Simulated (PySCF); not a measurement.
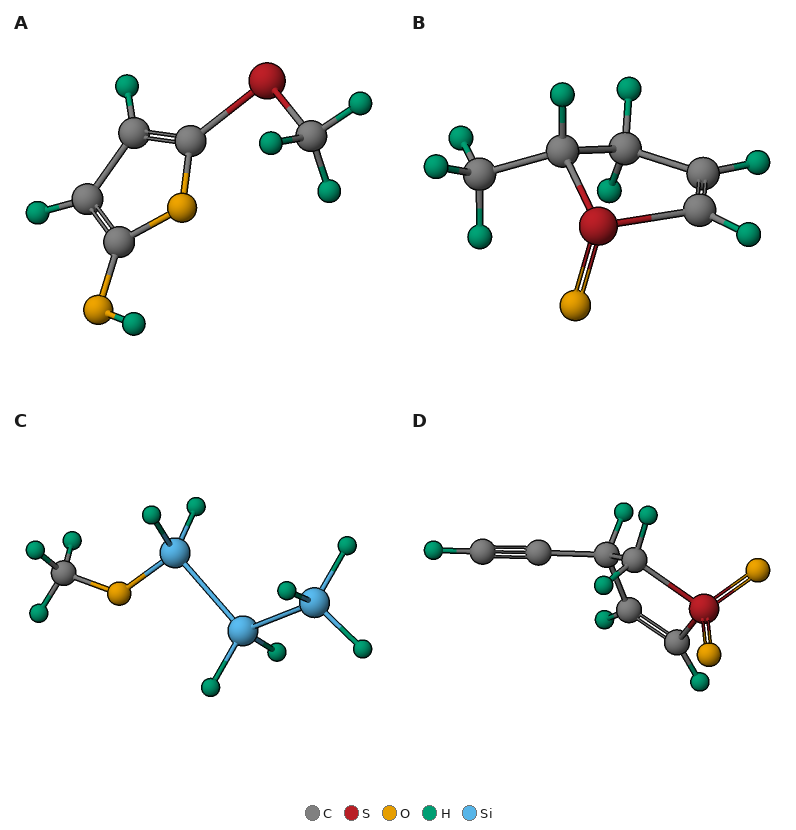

Source: calculation with PySCF.

```xyz
15
charge 0, multiplicity 1
C     3.0863   -0.1608   -0.3003
C     1.9042   -0.1168   -0.4779
C     0.4652   -0.0510   -0.6728
C    -0.0696    1.2916   -0.2234
C    -1.2058    1.3094    0.4364
S    -1.8372   -0.3618    0.6026
O    -2.1575   -0.6836    1.9641
O    -2.8498   -0.5898   -0.3908
C    -0.2647   -1.1465    0.0959
H     4.1239   -0.2102   -0.1540
H     0.2618   -0.1441   -1.7487
H     0.5113    2.1647   -0.4811
H    -1.7479    2.1519    0.8141
H    -0.4786   -2.0282   -0.4976
H     0.2539   -1.4167    1.0116
```

### Which panel shows the molecule in this file?

D. The file holds C6H6O2S, `C#C[C@@H]1C=CS(=O)(=O)C1`.
